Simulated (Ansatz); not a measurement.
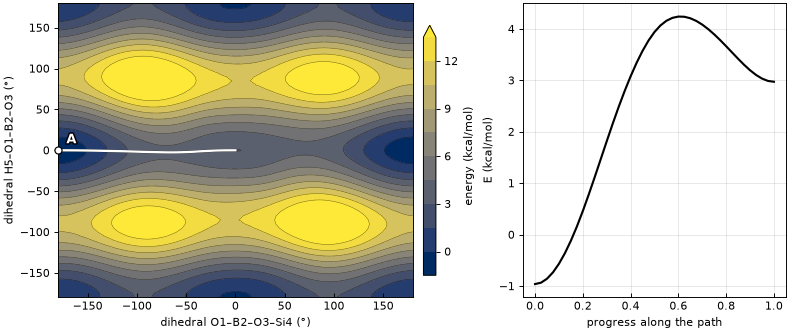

BH₅O₂Si, SMILES OBO[SiH3]. The first coordinate is: dihedral O1–B2–O3–Si4; the second: dihedral H5–O1–B2–O3. Nothing is relaxed (all other coordinates rigid). The grid has 12 × 12 points. Points are written as (first, second). Energies are in kcal/mol, from the relaxed molecule at the same level. All numbers below come from RKS CAM-B3LYP-D4/def2-SVP (Ansatz 0.2.0).

In the figure: filled contours, a line along the lowest path, one colour for all values above the top of the scale, the energy along the path at the right, the start A. Between grid points the surface is interpolated.

Q: Describe the path and its barrier.

A: The easiest path leads from the well at (−180°, 0°) to the well at (0°, 0°), about 3.9 kcal/mol higher. Its highest point lies about 5.2 kcal/mol above the bottom of the first well on the interpolated surface, at about (−70°, 0°). Seen from the upper well the barrier is about 1.3 kcal/mol. This is the barrier on the constrained surface; relaxing the other coordinates would change it.
